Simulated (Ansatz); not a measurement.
# doublet BH4 at 6 levels

We compute a comparison of 6 runs (UBLYP/6-31G, UHSE06/3-21G, UPBE0/3-21G, UBCCD(T)/3-21G, UCCSDT(Q)/3-21G, UCCSD/6-31G) of doublet BH4. 

The calculation is run with Ansatz 0.2.0.

## (1) The molecule

BH4 has 5 atoms, charge 0, and is taken as a doublet. SMILES of the parent species: `[H][B-]([H])([H])[H]`. The shape is that of a GFN2-xTB optimisation. That shape belongs to the parent species and isn't relaxed for this state.

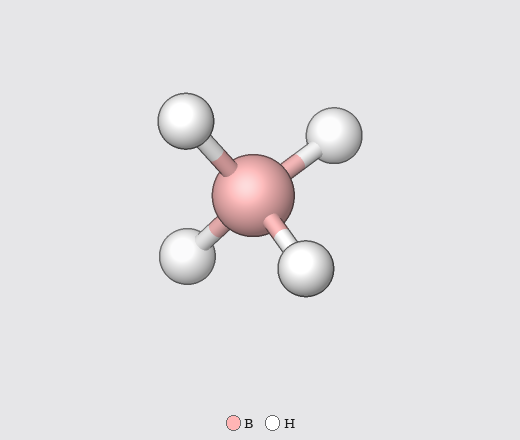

The structure, seen from a chosen angle (boron pink, hydrogen white).

## (2) A single-point energy at UBLYP/6-31G (run 1)

job.yaml

```yaml
basis:
  gaussian: {orbitals: 6-31G}
crystal:
  periodic: [false, false, false]
  atoms:
    - symbol: B
      position_ang: [0.000000, -0.000190, -0.000050]
    - symbol: H
      position_ang: [0.011880, -0.020580, 1.229120]
    - symbol: H
      position_ang: [1.154650, 0.011840, -0.420810]
    - symbol: H
      position_ang: [-0.587600, 1.007810, -0.387560]
    - symbol: H
      position_ang: [-0.578930, -0.998880, -0.420690]
magnetization: {spin_polarized: true, initial_magnetization: 1}
hamiltonian: {xc: {name: BLYP}}
accuracy: high
```

Started as:

```
$ ansatz run job.yaml --threads 1 --pin off --max-ram 2610MiB --events-out events.jsonl --progress --plain --runs-dir runs
```

Output:

```text
Warning: RAYON_NUM_THREADS=1 ignored (pool sized by the plan → 1); use --threads N
Functional definition: BLYP
  name "BLYP"
  parameter beta = 0.0042
  parameter a = 0.04918
  parameter b = 0.132
  parameter c = 0.2533
  parameter d = 0.349
  exchange = b88_x(beta = beta)
  correlation = lyp_c(a = a, b = b, c = c, d = d)
409 factors; integrals over basis functions are off by at most 2.7e-9 eV
mean field evaluation 1: about -734.6142 eV, gradient 1.5e1 eV
mean field evaluation 2: about -733.5178 eV, gradient 1.9e1 eV
mean field evaluation 4: about -735.7143 eV, gradient 7.6e0 eV
mean field evaluation 8: about -736.1370 eV, gradient 4.6e0 eV
mean field evaluation 16: about -736.4179 eV, gradient 1.0e-5 eV
mean field evaluation 32: about -736.4181 eV, gradient 1.1e-2 eV
mean field -736.41806266 eV, -27.0628646405 hartree, gradient 6.9e-8 eV, S^2 0.752016; 8 other end points of the search recorded, 0 dependent functions left out
reference -736.41810126 eV, -27.0628660591 hartree; 5, 4 occupied and 12, 13 virtual orbitals, 409 factors
Total energy: -736.41810126 eV, -27.0628660591 hartree
```

Wall time 2.6 s (1 thread of Arm Neoverse V2, shared host); peak memory 0.11 GiB.

## (3) The energy at UHSE06/3-21G (run 2)

job.yaml

```yaml
crystal:
  periodic: [false, false, false]
  atoms:
    - {symbol: B, position_ang: [0.000000, -0.000190, -0.000050]}
    - {symbol: H, position_ang: [0.011880, -0.020580, 1.229120]}
    - {symbol: H, position_ang: [1.154650, 0.011840, -0.420810]}
    - {symbol: H, position_ang: [-0.587600, 1.007810, -0.387560]}
    - {symbol: H, position_ang: [-0.578930, -0.998880, -0.420690]}
basis:
  gaussian: {orbitals: 3-21G.json}
magnetization: {spin_polarized: true, initial_magnetization: 1}
hamiltonian: {xc: {name: HSE06}}
accuracy: high
```

The basis set 3-21G is read from a file made from the Basis Set Exchange's data (not shown).

Started as:

```
$ ansatz run job.yaml --threads 1 --pin off --max-ram 2610MiB --events-out events.jsonl --progress --plain --runs-dir runs
```

Output:

```text
Warning: RAYON_NUM_THREADS=1 ignored (pool sized by the plan → 1); use --threads N
Functional definition: HSE06
  name "HSE06"
  parameter a = 0.25
  parameter omega = 0.11/bohr
  exchange = pbe_x - a*pbe_x_sr(omega) + a*exact_x_sr(omega)
  correlation = pbe_c
342 factors; integrals over basis functions are off by at most 5.4e-9 eV
68 factors; integrals over basis functions are off by at most 2.7e-10 eV
mean field evaluation 1: about -730.7315 eV, gradient 1.1e1 eV
mean field evaluation 2: about -731.2655 eV, gradient 7.8e0 eV
mean field evaluation 4: about -731.7016 eV, gradient 3.9e-1 eV
mean field evaluation 8: about -731.7500 eV, gradient 8.5e-1 eV
mean field evaluation 16: about -731.7272 eV, gradient 4.0e-8 eV
mean field evaluation 32: about -731.7273 eV, gradient 4.0e-7 eV
mean field -731.72734675 eV, -26.8904840105 hartree, gradient 1.9e-8 eV, S^2 0.754080; 8 other end points of the search recorded, 0 dependent functions left out
reference -731.72734855 eV, -26.8904840765 hartree; 5, 4 occupied and 12, 13 virtual orbitals, 342 factors
Total energy: -731.72734855 eV, -26.8904840765 hartree
```

Wall time 3.9 s (1 thread of Arm Neoverse V2, shared host); peak memory 0.11 GiB.

Runs 3 to 4 aren't shown in full; the table further down has their settings and results.

## (4) A single-point energy at UCCSDT(Q)/3-21G (run 5)

job.yaml, as its differences from that of step 3:

```diff
@@ -11,3 +11,4 @@
 magnetization: {spin_polarized: true, initial_magnetization: 1}
-hamiltonian: {xc: {name: HSE06}}
+correlation: {method: ccsdt_q, frozen_orbitals: {B: 1, H: 0}}
 accuracy: high
+scf: {omitted_lower_state_checks: [cluster_reference, increment]}
```

The basis set 3-21G is read from a file made from the Basis Set Exchange's data (not shown).

Started as:

```
$ ansatz run job.yaml --threads 1 --pin off --max-ram 2610MiB --events-out events.jsonl --progress --plain --runs-dir runs
```

Output (excerpt; [...] marks lines left out):

```text
Warning: RAYON_NUM_THREADS=1 ignored (pool sized by the plan → 1); use --threads N
Functional definition: HF
  name "HF"
[...]
342 factors; integrals over basis functions are off by at most 5.4e-9 eV
[...]
mean field -726.08331432 eV, -26.6830696444 hartree, gradient 1.6e-8 eV, S^2 0.757993; 8 other end points of the search recorded, 0 dependent functions left out
1 core orbitals not correlated: weight in the atoms' cores, before any rotation towards them, 1.000 or more for the frozen orbitals, at most 0.000 for the correlated occupied ones
reference -726.08331432 eV, -26.6830696444 hartree; 4, 3 occupied and 12, 13 virtual orbitals, 342 factors
second order -1.74657298 eV of doubles, -0.00000000 eV of singles
cycle   1  -2.12639459 eV  change   -3.8e-1 eV  update   5.1e-2
[...]
cycle  44  -2.37431179 eV  change   1.7e-10 eV  update  4.9e-10
perturbative correction -0.00074325 eV, -0.0000273138 hartree
Total energy: -728.45836936 eV, -26.7703513071 hartree
Checks for a lower state left out: cluster_reference, increment
```

Run time: 1.2 s. Hardware: 1 thread of Arm Neoverse V2, shared host.

## (5) The energy at UCCSD/6-31G (run 6)

job.yaml

```yaml
crystal:
  periodic: [false, false, false]
  atoms:
    - symbol: B
      position_ang: [0.000000, -0.000190, -0.000050]
    - symbol: H
      position_ang: [0.011880, -0.020580, 1.229120]
    - symbol: H
      position_ang: [1.154650, 0.011840, -0.420810]
    - symbol: H
      position_ang: [-0.587600, 1.007810, -0.387560]
    - symbol: H
      position_ang: [-0.578930, -0.998880, -0.420690]
basis:
  gaussian:
    orbitals: 6-31G
scf:
  omitted_lower_state_checks: [cluster_reference, increment]
correlation:
  method: ccsd
  frozen_orbitals: {B: 1, H: 0}
accuracy: high
magnetization:
  spin_polarized: true
  initial_magnetization: 1
```

Started as:

```
$ ansatz run job.yaml --threads 1 --pin off --max-ram 2610MiB --events-out events.jsonl --progress --plain --runs-dir runs
```

Output (excerpt; [...] marks lines left out):

```text
Warning: RAYON_NUM_THREADS=1 ignored (pool sized by the plan → 1); use --threads N
[... 2 set-up lines as earlier in the session ...]
[...]
409 factors; integrals over basis functions are off by at most 2.7e-9 eV
[...]
mean field -729.87767484 eV, -26.8225098216 hartree, gradient 1.5e-8 eV, S^2 0.757664; 8 other end points of the search recorded, 0 dependent functions left out
1 core orbitals not correlated: weight in the atoms' cores, before any rotation towards them, 1.000 or more for the frozen orbitals, at most 0.000 for the correlated occupied ones
reference -729.87767484 eV, -26.8225098216 hartree; 4, 3 occupied and 12, 13 virtual orbitals, 409 factors
second order -1.75118001 eV of doubles, -0.00000000 eV of singles
cycle   1  -2.13677357 eV  change   -3.9e-1 eV  update   4.8e-2
[...]
cycle  28  -2.33214161 eV  change  -7.7e-10 eV  update  3.1e-10
Total energy: -732.20981645 eV, -26.9082144449 hartree
Checks for a lower state left out: cluster_reference, increment
```

It took 0.28 s on 1 thread of Arm Neoverse V2, shared host.

## (6) All runs side by side

```csv
run,level,frozen core orbitals,energy (Eh),⟨S²⟩,wall time
1,UBLYP/6-31G,–,-27.062866,0.752,2.6 s
2,UHSE06/3-21G,–,-26.890484,0.754,3.9 s
3,UPBE0/3-21G,–,-26.892942,0.754,1.2 s
4,UBCCD(T)/3-21G,1,-26.769816,0.758,0.36 s
5,UCCSDT(Q)/3-21G,1,-26.770351,0.758,1.2 s
6,UCCSD/6-31G,1,-26.908214,0.758,0.28 s
```

## (7) Results

| quantity | value |
| --- | --- |
| run 6: total energy | -26.90821 Eh |
| run 6: correlation energy (1 core orbital frozen) | -85.7 mEh |
| run 6: ⟨S²⟩ of the reference determinant | 0.758 |
| run 6: T1 diagnostic | 0.017 |

In words: Totals of different functionals can't be ranked against each other. All runs together took 9.6 s, the longest 3.9 s.
